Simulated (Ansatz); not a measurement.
# BF₃ + H₂S: a complex and its separated parts, part 2 of 2

Ansatz 0.2.0, Gaussian basis. Earlier steps stand in the parts before.

### 13 CAM-B3LYP-D4/def2-TZVPP

The inputs:

parta/in.yaml

```yaml
crystal:
  periodic: [false, false, false]
  atoms:
    - {symbol: B, position_ang: [-1.107055, -0.635837, -0.246181]}
    - {symbol: F, position_ang: [-0.721067, -1.131430, -1.397074]}
    - {symbol: F, position_ang: [-1.878447, 0.423925, -0.214366]}
    - {symbol: F, position_ang: [-0.721649, -1.199998, 0.872895]}
basis:
  gaussian: {orbitals: def2-TZVPP}
hamiltonian: {xc: {name: CAM-B3LYP}, dispersion: d4}
```

partb/in.yaml

```yaml
crystal:
  periodic: [false, false, false]
  atoms:
    - {symbol: S, position_ang: [1.243408, 1.076388, -0.198381]}
    - {symbol: H, position_ang: [1.099957, 1.395522, 1.096582]}
    - {symbol: H, position_ang: [2.084853, 0.071330, 0.086525]}
basis:
  gaussian: {orbitals: def2-TZVPP}
hamiltonian: {xc: {name: CAM-B3LYP}, dispersion: d4}
```

One command serves all of them, each in its own folder.

Run with:

```sh
> ansatz run in.yaml --threads 4 --pin off --events-out ev --progress --plain --max-ram 9574MiB
```

Log of parta, cut to the lines that bear on the results:

```text
Functional definition: CAM-B3LYP
  name "CAM-B3LYP"
  cite "Yanai, Tew & Handy, Chem. Phys. Lett. 393, 51 (2004) doi:10.1016/j.cplett.2004.06.011"
  cite "Iikura, Tsuneda, Yanai & Hirao, J. Chem. Phys. 115, 3540 (2001) doi:10.1063/1.1383587"
  cite "Becke, Phys. Rev. A 38, 3098 (1988) doi:10.1103/PhysRevA.38.3098"
  cite "Lee, Yang & Parr, Phys. Rev. B 37, 785 (1988) doi:10.1103/PhysRevB.37.785"
[...]
  # Exact exchange under (alpha + beta erf(omega r))/r, Becke's under what is left of 1/r.
[...]
637 factors; their error is unknown
132 factors; integrals over basis functions are off by at most 1.4e-5 eV
[...]
mean field -8833.72984115 eV, -324.6335839453 hartree, gradient 1.3e-5 eV, S^2 0.000000; 0 other end points of the search recorded, 0 dependent functions left out
reference -8833.72993062 eV, -324.6335872332 hartree; 16, 16 occupied and 108, 108 virtual orbitals, 637 factors
Total energy: -8833.76229995 eV, -324.6347767838 hartree
```

Output in partb, cut to the lines that bear on the results:

```text
[... 6 set-up lines as earlier in the session ...]
[...]
  # Exact exchange under (alpha + beta erf(omega r))/r, Becke's under what is left of 1/r.
[...]
414 factors; their error is unknown
87 factors; integrals over basis functions are off by at most 9.9e-5 eV
[...]
mean field -10868.61807667 eV, -399.4143473039 hartree, gradient 1.9e-5 eV, S^2 0.000000; 0 other end points of the search recorded, 0 dependent functions left out
reference -10868.61815376 eV, -399.4143501366 hartree; 9, 9 occupied and 61, 61 virtual orbitals, 414 factors
Total energy: -10868.63010913 eV, -399.4147894884 hartree
```

Times: 0.45 s (parta), 0.25 s (partb) on 4 threads of Arm Neoverse V2, shared host.

### 14 wB97X-V/def2-TZVPP

The same edit goes into each in.yaml of step 13 (parta, partb):

```diff
-hamiltonian: {xc: {name: CAM-B3LYP}, dispersion: d4}
+hamiltonian: {xc: {name: wB97X-V}}
```

One command serves all of them, each in its own folder.

Run with:

```sh
> ansatz run in.yaml --threads 4 --pin off --events-out ev --progress --plain --max-ram 9574MiB
```

Log of parta, cut to the lines that bear on the results:

```text
Functional definition: wB97X-V
  name "wB97X-V"
  cite "Mardirossian & Head-Gordon, Phys. Chem. Chem. Phys. 16, 9904 (2014) doi:10.1039/C3CP54374A"
[... 2 set-up lines as earlier in the session ...]
[...]
      + integral(e_c_pw_opposite_spin*poly(b97_u_opposite, cos0, cos1)) + vv10(b, c)
637 factors; their error is unknown
127 factors; integrals over basis functions are off by at most 1.2e-5 eV
[...]
mean field -8832.81403789 eV, -324.5999287961 hartree, gradient 3.9e-5 eV, S^2 0.000000; 0 other end points of the search recorded, 0 dependent functions left out
reference -8832.81403633 eV, -324.5999287387 hartree; 16, 16 occupied and 108, 108 virtual orbitals, 637 factors
Total energy: -8832.81403633 eV, -324.5999287387 hartree
```

Log of partb, cut to the lines that bear on the results:

```text
[... 5 set-up lines as earlier in the session ...]
[...]
      + integral(e_c_pw_opposite_spin*poly(b97_u_opposite, cos0, cos1)) + vv10(b, c)
409 factors; their error is unknown
87 factors; integrals over basis functions are off by at most 4.4e-5 eV
[...]
mean field -10866.66388070 eV, -399.3425319264 hartree, gradient 7.8e-5 eV, S^2 0.000000; 0 other end points of the search recorded, 0 dependent functions left out
reference -10866.66387953 eV, -399.3425318836 hartree; 9, 9 occupied and 61, 61 virtual orbitals, 409 factors
Total energy: -10866.66387953 eV, -399.3425318836 hartree
```

Times: 1.1 s (parta), 0.45 s (partb) on 4 threads of Arm Neoverse V2, shared host.

### 15 wB97M-V/def2-TZVPP

Each input of step 14 (parta, partb) changes in the same lines:

```diff
-hamiltonian: {xc: {name: wB97X-V}}
+hamiltonian: {xc: {name: wB97M-V}}
```

The same command starts each run, in its folder.

Run with:

```sh
> ansatz run in.yaml --threads 4 --pin off --events-out ev --progress --plain --max-ram 9574MiB
```

Log of parta, cut to the lines that bear on the results:

```text
Functional definition: wB97M-V
  name "wB97M-V"
  cite "Mardirossian & Head-Gordon, J. Chem. Phys. 144, 214110 (2016) doi:10.1063/1.4952647"
[... 2 set-up lines as earlier in the session ...]
  # Of w^i u^j: cxij and so on, Table III.
[...]
  gx(w, u) = 1 - cx + cx01*u + cx10*w
[...]
      + integral(e_c_pw_mod_opposite_spin*gos(b97_w_opposite, b97_u_opposite)) + vv10(b, c)
637 factors; their error is unknown
127 factors; integrals over basis functions are off by at most 1.2e-5 eV
[...]
mean field -8833.75231687 eV, -324.6344099126 hartree, gradient 2.9e-5 eV, S^2 0.000000; 0 other end points of the search recorded, 0 dependent functions left out
reference -8833.75235610 eV, -324.6344113544 hartree; 16, 16 occupied and 108, 108 virtual orbitals, 637 factors
Total energy: -8833.75235610 eV, -324.6344113544 hartree
```

Log of partb, cut to the lines that bear on the results:

```text
[... 5 set-up lines as earlier in the session ...]
  # Of w^i u^j: cxij and so on, Table III.
[...]
  gx(w, u) = 1 - cx + cx01*u + cx10*w
[...]
      + integral(e_c_pw_mod_opposite_spin*gos(b97_w_opposite, b97_u_opposite)) + vv10(b, c)
409 factors; their error is unknown
87 factors; integrals over basis functions are off by at most 4.4e-5 eV
[...]
mean field -10867.51055921 eV, -399.3736467876 hartree, gradient 7.8e-6 eV, S^2 0.000000; 0 other end points of the search recorded, 0 dependent functions left out
reference -10867.51058738 eV, -399.3736478229 hartree; 9, 9 occupied and 61, 61 virtual orbitals, 409 factors
Total energy: -10867.51058738 eV, -399.3736478229 hartree
```

Times: 1.4 s (parta), 0.55 s (partb) on 4 threads of Arm Neoverse V2, shared host.

### 16 B2PLYP/def2-TZVPP

Each input of step 15 (parta, partb) changes in the same lines:

```diff
-hamiltonian: {xc: {name: wB97M-V}}
+hamiltonian: {xc: {name: B2PLYP}}
```

The same command starts each run, in its folder.

Run with:

```sh
> ansatz run in.yaml --threads 4 --pin off --events-out ev --progress --plain --max-ram 9574MiB
```

Output in parta, cut to the lines that bear on the results:

```text
Functional definition: B2PLYP
  name "B2PLYP"
  cite "Grimme, J. Chem. Phys. 124, 034108 (2006) doi:10.1063/1.2148954"
[... 2 set-up lines as earlier in the session ...]
[...]
829 factors; integrals over basis functions are off by at most 1.7e-3 eV
[...]
mean field -8823.84523793 eV, -324.2703314767 hartree, gradient 3.6e-6 eV, S^2 0.000000; 0 other end points of the search recorded, 0 dependent functions left out
4 core orbitals not correlated: weight in the atoms' cores, before any rotation towards them, 1.000 or more for the frozen orbitals, at most 0.000 for the correlated occupied ones
reference -8823.84534538 eV, -324.2703354254 hartree; 12, 12 occupied and 108, 108 virtual orbitals, 829 factors
second order -26.73893020 eV of doubles, -0.00000000 eV of singles
Total energy: -8831.06485653 eV, -324.5356475668 hartree
```

partb printed, cut to the lines that bear on the results:

```text
[... 5 set-up lines as earlier in the session ...]
[...]
386 factors; integrals over basis functions are off by at most 7.9e-4 eV
[...]
mean field -10863.10105151 eV, -399.2116003686 hartree, gradient 3.7e-6 eV, S^2 0.000000; 0 other end points of the search recorded, 0 dependent functions left out
5 core orbitals not correlated: weight in the atoms' cores, before any rotation towards them, 1.000 or more for the frozen orbitals, at most 0.000 for the correlated occupied ones
reference -10863.10115141 eV, -399.2116040398 hartree; 4, 4 occupied and 61, 61 virtual orbitals, 386 factors
second order -6.35685800 eV of doubles, -0.00000000 eV of singles
Total energy: -10864.81750307 eV, -399.2746787999 hartree
```

Times: 0.7 s (parta), 0.25 s (partb) on 4 threads of Arm Neoverse V2, shared host.

### 17 PBE-QIDH/def2-TZVPP

Each input of step 16 (parta, partb) changes in the same lines:

```diff
-hamiltonian: {xc: {name: B2PLYP}}
+hamiltonian: {xc: {name: PBE-QIDH}}
```

Each run has its own folder and the same command.

Run with:

```sh
> ansatz run in.yaml --threads 4 --pin off --events-out ev --progress --plain --max-ram 9574MiB
```

Log of parta, cut to the lines that bear on the results:

```text
Functional definition: PBE-QIDH
  name "PBE-QIDH"
  cite "Brémond, Sancho-García, Pérez-Jiménez & Adamo, J. Chem. Phys. 141, 031101 (2014) doi:10.1063/1.4890314"
[... 1 set-up line as earlier in the session ...]
[...]
829 factors; integrals over basis functions are off by at most 1.7e-3 eV
[...]
mean field -8817.82478281 eV, -324.0490838319 hartree, gradient 9.8e-7 eV, S^2 0.000000; 0 other end points of the search recorded, 0 dependent functions left out
4 core orbitals not correlated: weight in the atoms' cores, before any rotation towards them, 1.000 or more for the frozen orbitals, at most 0.000 for the correlated occupied ones
reference -8817.82479047 eV, -324.0490841136 hartree; 12, 12 occupied and 108, 108 virtual orbitals, 829 factors
second order -25.04828591 eV of doubles, -0.00000000 eV of singles
Total energy: -8826.17421911 eV, -324.3559199565 hartree
```

Output in partb, cut to the lines that bear on the results:

```text
[... 4 set-up lines as earlier in the session ...]
[...]
386 factors; integrals over basis functions are off by at most 7.9e-4 eV
[...]
mean field -10860.20500256 eV, -399.1051725328 hartree, gradient 1.1e-6 eV, S^2 0.000000; 0 other end points of the search recorded, 0 dependent functions left out
5 core orbitals not correlated: weight in the atoms' cores, before any rotation towards them, 1.000 or more for the frozen orbitals, at most 0.000 for the correlated occupied ones
reference -10860.20500935 eV, -399.1051727821 hartree; 4, 4 occupied and 61, 61 virtual orbitals, 386 factors
second order -5.89915207 eV of doubles, -0.00000000 eV of singles
Total energy: -10862.17139337 eV, -399.1774360621 hartree
```

Times: 0.75 s (parta), 0.25 s (partb) on 4 threads of Arm Neoverse V2, shared host.

### 18 RPA on PBE/def2-TZVPP

The same edit goes into each in.yaml of step 17 (parta, partb):

```diff
-hamiltonian: {xc: {name: PBE-QIDH}}
+hamiltonian: {xc: pbe}
+correlation: {method: rpa}
```

The same command starts each run, in its folder.

Run with:

```sh
> ansatz run in.yaml --threads 4 --pin off --events-out ev --progress --plain --max-ram 9574MiB
```

Log of parta, cut to the lines that bear on the results:

```text
[... 4 set-up lines as earlier in the session ...]
[...]
829 factors; integrals over basis functions are off by at most 1.7e-3 eV
[...]
mean field -8826.96043847 eV, -324.3848129851 hartree, gradient 1.0e-6 eV, S^2 0.000000; 0 other end points of the search recorded, 0 dependent functions left out
4 core orbitals not correlated: weight in the atoms' cores, before any rotation towards them, 1.000 or more for the frozen orbitals, at most 0.000 for the correlated occupied ones
reference -8797.37358054 eV, -323.2975160108 hartree; 12, 12 occupied and 108, 108 virtual orbitals, 829 factors
Total energy: -8831.04276970 eV, -324.5348358907 hartree
```

partb printed, cut to the lines that bear on the results:

```text
[... 4 set-up lines as earlier in the session ...]
[...]
386 factors; integrals over basis functions are off by at most 7.9e-4 eV
[...]
mean field -10863.54270614 eV, -399.2278308769 hartree, gradient 1.8e-6 eV, S^2 0.000000; 0 other end points of the search recorded, 0 dependent functions left out
5 core orbitals not correlated: weight in the atoms' cores, before any rotation towards them, 1.000 or more for the frozen orbitals, at most 0.000 for the correlated occupied ones
reference -10849.04793286 eV, -398.6951577839 hartree; 4, 4 occupied and 61, 61 virtual orbitals, 386 factors
Total energy: -10858.41208202 eV, -399.0392839181 hartree
```

Times: 0.75 s (parta), 0.25 s (partb) on 4 threads of Arm Neoverse V2, shared host.

### 19 CCSD(T)/def2-TZVPP

Each input of step 18 (parta, partb) changes in the same lines:

```diff
-hamiltonian: {xc: pbe}
-correlation: {method: rpa}
+correlation: {method: ccsd_t}
```

Each run has its own folder and the same command.

Run with:

```sh
> ansatz run in.yaml --threads 4 --pin off --events-out ev --progress --plain --max-ram 9574MiB
```

Log of parta, cut to the lines that bear on the results:

```text
Functional definition: HF
  name "HF"
  cite "Fock, Z. Phys. 61, 126 (1930) doi:10.1007/BF01340294"
[... 1 set-up line as earlier in the session ...]
[...]
829 factors; integrals over basis functions are off by at most 1.7e-3 eV
[...]
mean field -8798.63783104 eV, -323.3439763597 hartree, gradient 2.5e-6 eV, S^2 0.000000; 0 other end points of the search recorded, 0 dependent functions left out
4 core orbitals not correlated: weight in the atoms' cores, before any rotation towards them, 1.000 or more for the frozen orbitals, at most 0.000 for the correlated occupied ones
reference -8798.63783104 eV, -323.3439763597 hartree; 12, 12 occupied and 108, 108 virtual orbitals, 829 factors
second order -22.67814918 eV of doubles, -0.00000000 eV of singles
cycle   1  -22.25934455 eV  change    4.2e-1 eV  update   8.8e-2
[...]
cycle   9  -22.72982903 eV  change   -1.0e-6 eV  update   4.0e-6
perturbative correction -0.64279266 eV, -0.0236221945 hartree
Total energy: -8822.01045273 eV, -324.2029043642 hartree
```

Output in partb, cut to the lines that bear on the results:

```text
[... 4 set-up lines as earlier in the session ...]
[...]
386 factors; integrals over basis functions are off by at most 7.9e-4 eV
[...]
mean field -10849.38775434 eV, -398.7076459928 hartree, gradient 1.3e-6 eV, S^2 0.000000; 0 other end points of the search recorded, 0 dependent functions left out
5 core orbitals not correlated: weight in the atoms' cores, before any rotation towards them, 1.000 or more for the frozen orbitals, at most 0.000 for the correlated occupied ones
reference -10849.38775434 eV, -398.7076459928 hartree; 4, 4 occupied and 61, 61 virtual orbitals, 386 factors
second order -5.20093680 eV of doubles, -0.00000000 eV of singles
cycle   1  -5.68440595 eV  change   -4.8e-1 eV  update   4.9e-2
[...]
cycle   8  -5.86292594 eV  change    2.6e-6 eV  update   5.9e-6
perturbative correction -0.21793271 eV, -0.0080088793 hartree
Total energy: -10855.46861299 eV, -398.9311134263 hartree
```

Times: 1.5 s (parta), 0.25 s (partb) on 4 threads of Arm Neoverse V2, shared host.

### 20 Vibrations of BF₃

Contents of vib-parta/in.yaml:

```yaml
crystal:
  periodic: [false, false, false]
  atoms:
    - {symbol: B, position_ang: [-1.107055, -0.635837, -0.246181]}
    - {symbol: F, position_ang: [-0.721067, -1.131430, -1.397074]}
    - {symbol: F, position_ang: [-1.878447, 0.423925, -0.214366]}
    - {symbol: F, position_ang: [-0.721649, -1.199998, 0.872895]}
basis:
  gaussian: {orbitals: def2-TZVP}
hamiltonian: {xc: pbe0, dispersion: d4}
phonons: {temperatures: {t_min: 298.15, t_max: 900, t_step: 200}}
```

Run with:

```sh
> ansatz run in.yaml --threads 4 --pin off --events-out ev --progress --plain --max-ram 9574MiB
```

Standard output, cut to the lines that bear on the results:

```text
[... 5 set-up lines as earlier in the session ...]
[...]
637 factors; their error is unknown
[...]
mean field -8827.09240403 eV, -324.3896626299 hartree, gradient 1.1e-5 eV, S^2 0.000000; 0 other end points of the search recorded, 0 dependent functions left out
[...]
Atom 1 at    -0.721067    -1.131430    -1.397074 Å, force    -0.000022     0.000028     0.000065 eV/Å
Atom 2 at    -1.878447     0.423925    -0.214366 Å, force    -0.000008     0.000010     0.000008 eV/Å
Atom 3 at    -0.721649    -1.199998     0.872895 Å, force     0.000000    -0.000001     0.000015 eV/Å
Dipole moment:    -0.000000     0.000000     0.000000 e Å
Vibrations: 474.94 474.97 690.29 896.73 1487.02 1487.18 cm⁻¹, zero-point energy 0.341646 eV
```

It took 3.5 s on 4 threads of Arm Neoverse V2, shared host.

The modes, with what each moves most:

| mode | wavenumber (cm⁻¹) | character |
| --- | --- | --- |
| 1 | 475 | bend |
| 2 | 475 | bend |
| 3 | 690 | out-of-plane bend |
| 4 | 897 | B–F stretch |
| 5 | 1487 | B–F stretch |
| 6 | 1487 | B–F stretch |

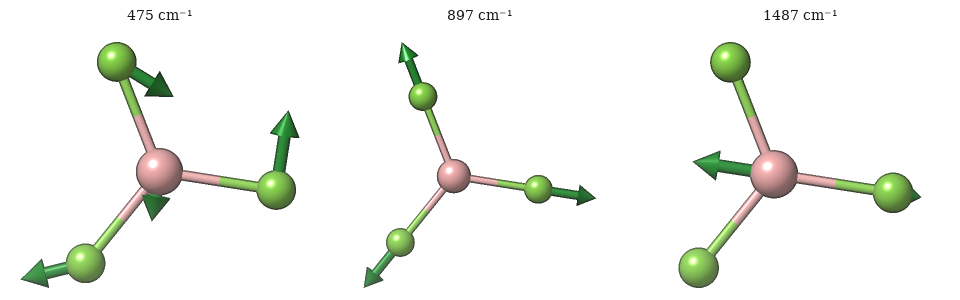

Displacements of 3 modes, as arrows.

Vibrational sums (real modes only):

| T (K) | entropy (J/mol/K) | heat capacity (J/mol/K) |
| --- | --- | --- |
| 298 | 8.1 | 17.2 |
| 498 | 20.1 | 29.5 |
| 698 | 31.3 | 36.7 |
| 898 | 41.1 | 41.0 |

### 21 Vibrations of H₂S

Contents of vib-partb/in.yaml:

```yaml
crystal:
  periodic: [false, false, false]
  atoms:
    - {symbol: S, position_ang: [1.243408, 1.076388, -0.198381]}
    - {symbol: H, position_ang: [1.099957, 1.395522, 1.096582]}
    - {symbol: H, position_ang: [2.084853, 0.071330, 0.086525]}
basis:
  gaussian: {orbitals: def2-TZVP}
hamiltonian: {xc: pbe0, dispersion: d4}
phonons: {temperatures: {t_min: 298.15, t_max: 900, t_step: 200}}
```

Run with:

```sh
> ansatz run in.yaml --threads 4 --pin off --events-out ev --progress --plain --max-ram 9574MiB
```

Standard output, cut to the lines that bear on the results:

```text
[... 5 set-up lines as earlier in the session ...]
[...]
359 factors; their error is unknown
[...]
mean field -10864.45046299 eV, -399.2611903260 hartree, gradient 4.8e-5 eV, S^2 0.000000; 0 other end points of the search recorded, 0 dependent functions left out
[...]
Total energy: -10864.46265912 eV, -399.2616385255 hartree
Atom 0 at     1.243408     1.076388    -0.198381 Å, force     0.000711    -0.000698     0.001609 eV/Å
Atom 1 at     1.099957     1.395522     1.096582 Å, force    -0.000103     0.000010    -0.001063 eV/Å
Atom 2 at     2.084853     0.071330     0.086525 Å, force    -0.000608     0.000689    -0.000545 eV/Å
Dipole moment:     0.090902    -0.089330     0.205750 e Å
Vibrations: 1209.10 2724.06 2739.35 cm⁻¹, zero-point energy 0.413643 eV
```

Run time: 0.65 s. Hardware: 4 threads of Arm Neoverse V2, shared host.

The modes, with what each moves most:

| mode | wavenumber (cm⁻¹) | character |
| --- | --- | --- |
| 1 | 1209 | bend |
| 2 | 2724 | S–H stretch |
| 3 | 2739 | S–H stretch |

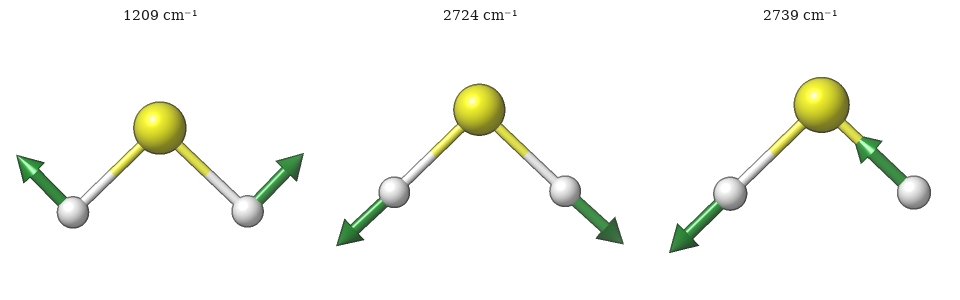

Displacements of 3 modes, as arrows.

Vibrational sums (real modes only):

| T (K) | entropy (J/mol/K) | heat capacity (J/mol/K) |
| --- | --- | --- |
| 298 | 0.2 | 0.8 |
| 498 | 1.2 | 3.7 |
| 698 | 3.0 | 7.0 |
| 898 | 5.1 | 10.2 |

### 22 Complex less separated parts

The complex's own energies come from single points at the same levels.

Rows are in def2-TZVPP; times add the 3 runs of a level on a shared host, so small differences are noise.

Differences are taken before rounding.

| method | rung | complex less parts (kJ/mol) | from CCSD(T) (kJ/mol) | time |
| --- | --- | --- | --- | --- |
| SPW92 | LDA | -32.2 | -17.3 | 0.9 s |
| PBE-D4 | GGA | -21.3 | -6.4 | 1.3 s |
| BLYP-D4 | GGA | -19.1 | -4.2 | 1.4 s |
| r2SCAN-D4 | meta-GGA | -20.6 | -5.7 | 3.1 s |
| B97M-V | meta-GGA | -17.3 | -2.4 | 5.8 s |
| PBE0-D4 | hybrid | -19.6 | -4.7 | 1.9 s |
| B3LYP-D4 | hybrid | -18.5 | -3.6 | 1.9 s |
| r2SCAN0-D4 | hybrid | -19.7 | -4.8 | 3.5 s |
| BHLYP-D4 | hybrid | -18.3 | -3.4 | 1.8 s |
| CAM-B3LYP-D4 | range-separated hybrid | -18.2 | -3.3 | 2.1 s |
| wB97X-V | range-separated hybrid | -18.1 | -3.2 | 5 s |
| wB97M-V | range-separated hybrid | -19.2 | -4.3 | 5.8 s |
| B2PLYP | double hybrid | -11.7 | +3.2 | 3.2 s |
| PBE-QIDH | double hybrid | -15.3 | -0.4 | 3.2 s |
| RPA on PBE | RPA | -12.6 | +2.3 | 3 s |
| Hartree-Fock | wavefunction | -0.8 | +14.1 |  |
| MP2 | wavefunction | -15.3 | -0.5 |  |
| CCSD | wavefunction | -12.5 | +2.4 |  |
| CCSD(T) | wavefunction | -14.9 | 0 | 44 s |

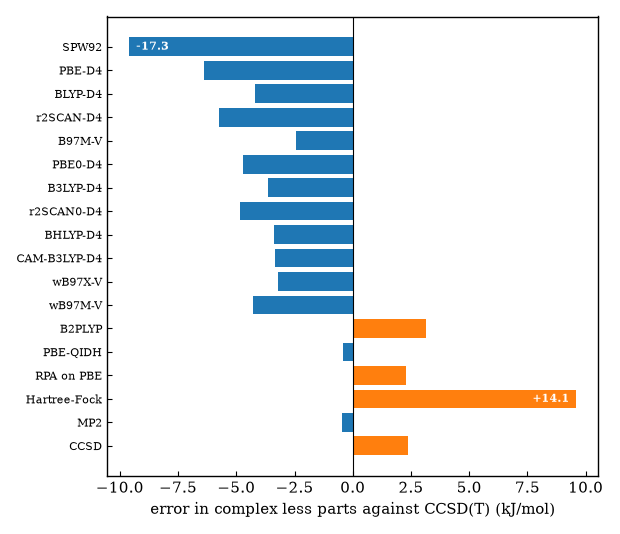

Deviations from CCSD(T), method by method. Bars with a number in them are cut short.

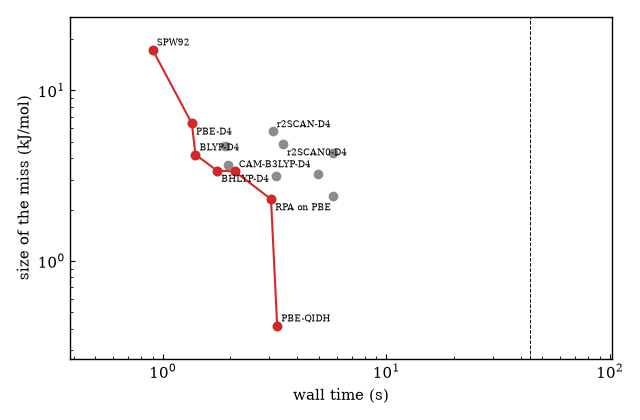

Miss against cost. Red marks the levels that no quicker level drawn beats (of those quicker than the yardstick), and the dashed line is the time of CCSD(T). Only those levels and the largest misses are named. Times are from a shared host.

PBE-QIDH reaches 0.4 kJ/mol from the reference in 3.2 s, where CCSD(T) took 44 s; the quickest level in the cost chart, SPW92, takes 0.9 s and misses by 17.3 kJ/mol.

The complex's zero-point energy, from a separate PBE0-D4 run, is 0.800 eV.

### 23 Summary of results

This closing draws on all 2 parts.

| quantity | value |
| --- | --- |
| complex less parts, CCSD(T)/def2-TZVPP | -14.9 kJ/mol |
| with zero-point energy | -10.6 kJ/mol |
| largest T1 diagnostic | 0.012 |

What this shows: At CCSD(T) the complex lies 14.9 kJ/mol below its parts. PBE-QIDH is the best functional here (-0.4 kJ/mol from CCSD(T)); SPW92 is the worst (-17.3 kJ/mol). Mean unsigned error by rung: LDA 17.3, GGA 5.3, meta-GGA 4.1, hybrid 4.1, range-separated hybrid 3.6, double hybrid 1.8 kJ/mol. PBE-D4 gives a relative energy 6.4 kJ/mol too low, outside chemical accuracy (1 kcal/mol, 4.2 kJ/mol). No counterpoise was applied, and triple zeta lacks some correlation, so the CCSD(T) reference has a basis error of its own, and close matches with it are partly luck.
